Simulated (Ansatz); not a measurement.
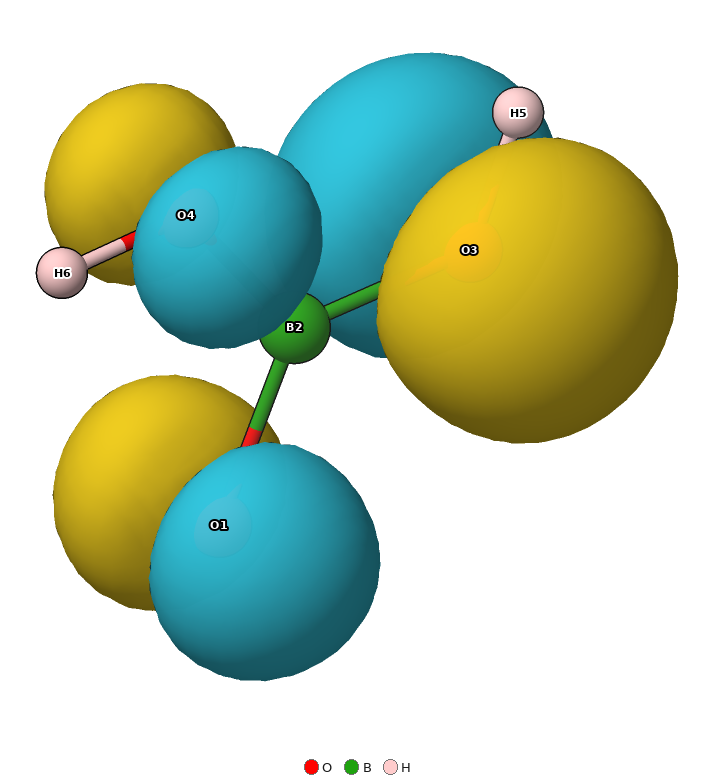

Figure 1: BH₂O₃ (doublet). The HOMO (α) at ±0.1 Å⁻³ᐟ² (yellow and cyan are the two phases), seen at a tilt.

Theory: UKS PBE0/6-31G (Ansatz 0.2.0).

```xyz
6

O    -1.0926   -1.2954    0.1108
B    -0.0985   -0.3160    0.0594
O     1.1672   -0.6142    0.4722
O    -0.4321    0.9395   -0.4132
H     1.8333    0.0876    0.4256
H    -1.3352    1.1345   -0.7011
```

**Where does this orbital lie, and at what energy?**

By Hirshfeld shares it lies mainly on O3 (about 60 %), O1 (about 20 %) and O4 (about 10 %); it changes sign across the molecular plane (π type); π-antibonding (a node) across O1–B2 and B2–O4. Its energy is −9.43 eV.
